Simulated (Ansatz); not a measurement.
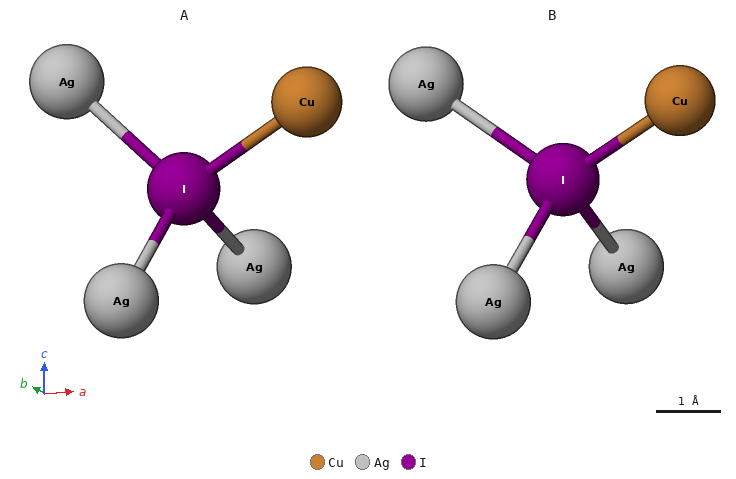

Two geometries of crystalline Cu₂₀Ag₁₂I₃₂ (a generated structure, set up in P1), drawn at one scale. One is the start of a relaxation, the other its converged end. Style: ball-and-stick. Shown: the atoms within 4.2 Å of the atom that moves most (axes of the cell of the calculation), slightly off an axis.

All numbers below come from Ansatz 0.2.0, DFT, PBEsol, PAW, plane waves. (plane-wave cutoff 420 eV; k-point mesh 1 × 1 × 1; mesh shifted by (0.25, 0.25, 0.25); no spin polarisation; cell relaxed at fixed shape; force threshold 0.03 eV/Å; at most 80 steps)

> Which one is relaxed?

Structure B is the relaxed one. The atom that moves furthest relative to the cell is an I atom (0.26 Å along [2 −1 2]). Largest moves by element: I 0.26 Å, Cu 0.17 Å, Ag 0.14 Å. The drawn cell changes as follows: a = b = c 12.269 → 12.249 Å (−0.2 %); the volume changes by −0.5 %. Among the contacts that change: Ag–I 2.627 → 2.794 Å, Ag–I 2.637 → 2.745 Å, Cu–I 2.677 → 2.572 Å, Ag–I 2.700 → 2.792 Å. Bond angles that change, for instance: Cu–I–Ag 108.5° → 117.2°, Ag–I–Ag 111.1° → 105.1°, Ag–I–Ag 110.5° → 105.1°. The space group stays P1 (No. 1). The energy falls by 2.906 eV per cell of the calculation in 4 geometry steps. The largest force component goes from 1.4 to 0.021 eV/Å. Pressure: 0.53 GPa at the start and 0.00 GPa at the end. The run took 8.7 s on 1 × NVIDIA GB200 with 8 threads of Arm Neoverse-V2, peak memory 2.3 GiB.
